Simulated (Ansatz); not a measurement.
# CH5ClSn: molecular dynamics

Purpose: to follow the molecule's vibrations and see whether its bonds hold. The start is relaxed first. Runs: 40 steps of 2 fs under a Nosé-Hoover thermostat at 500 K. SMILES of the start: [CH3][SnH2][Cl].

Method: RKS revPBE-D4/def2-SVP, in Ansatz 0.2.0.

## Step 1: Starting point

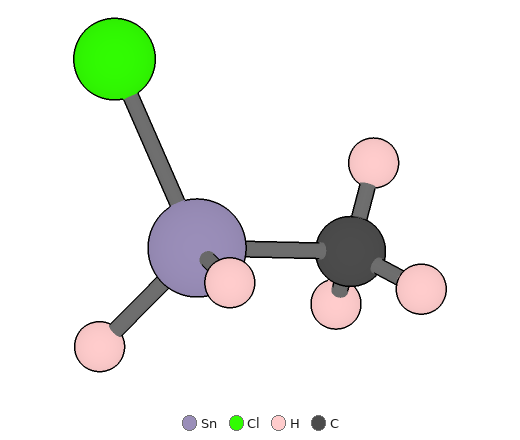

The starting structure, seen from a chosen angle (tin purple, chlorine green, hydrogen pink, carbon dark grey).

Coordinates:

```xyz
8

Sn    0.0000    0.0000    0.0000
Cl    0.0000    0.0000    2.4100
H     1.6408    0.0000   -0.5794
H    -0.8195    1.4198   -0.5794
C    -1.0126   -1.7544   -0.7160
H    -1.5123   -2.2661    0.1329
H    -1.7727   -1.4617   -1.4701
H    -0.2768   -2.4431   -1.1811
```

## Step 2: Relaxing the start

input.yaml reads:

```yaml
crystal:
  periodic: [false, false, false]
  atoms:
    - { symbol: Sn, position_ang: [0.0, 0.0, 0.0] }
    - { symbol: Cl, position_ang: [0.0, 0.0, 2.41] }
    - { symbol: H, position_ang: [1.6408, 0.0, -0.5794] }
    - { symbol: H, position_ang: [-0.8195, 1.4198, -0.5794] }
    - { symbol: C, position_ang: [-1.0126, -1.7544, -0.716] }
    - { symbol: H, position_ang: [-1.5123, -2.2661, 0.1329] }
    - { symbol: H, position_ang: [-1.7727, -1.4617, -1.4701] }
    - { symbol: H, position_ang: [-0.2768, -2.4431, -1.1811] }
basis:
  gaussian: { orbitals: def2-SVP }
hamiltonian:
  xc: revpbe
  dispersion: d4
relax:
  f_tol: 0.02
  max_steps: 40
output:
  orbitals: {}
```

The run is started by

```bash
ansatz run input.yaml --threads 2 --pin off --max-ram 3072MiB --backend cpu --events-out ev --progress --plain --runs-dir out
```

Further steps of the session: The run.

What does the calculation give? Wanted: relaxation of the start; temperature, first and last step; temperature, second half; potential energy, second half; largest change of the conserved energy; bonds formed or broken.

As calculated:

| quantity | value |
| --- | --- |
| relaxation of the start | 3 moves, 0.042 eV lower |
| length | 40 steps of 2 fs |
| temperature, first and last step | 500 and 180 K |
| temperature, second half | mean 235 K, from 119 to 393 K |
| potential energy, second half | +32 meV/atom from the start |
| largest change of the conserved energy | 4.44 meV/atom |
| bonds formed or broken | 0 |

What this shows: Against a set 500 K the second half averages 235 K, going from 356 to 180 K over that half; 32 meV/atom has gone into potential energy, and a thermostat that acts over some 100 fs has not made it up in 80 fs. The conserved energy strays from its start by at most 4.44 meV/atom, 18 % of the mean kinetic energy, which is poor: the step of 2 fs is too long for the fastest motion. The bonds all hold. Averages from a run of 80 fs with 8 atoms are rough. The nuclei move classically, without zero-point motion, which matters most for hydrogen.
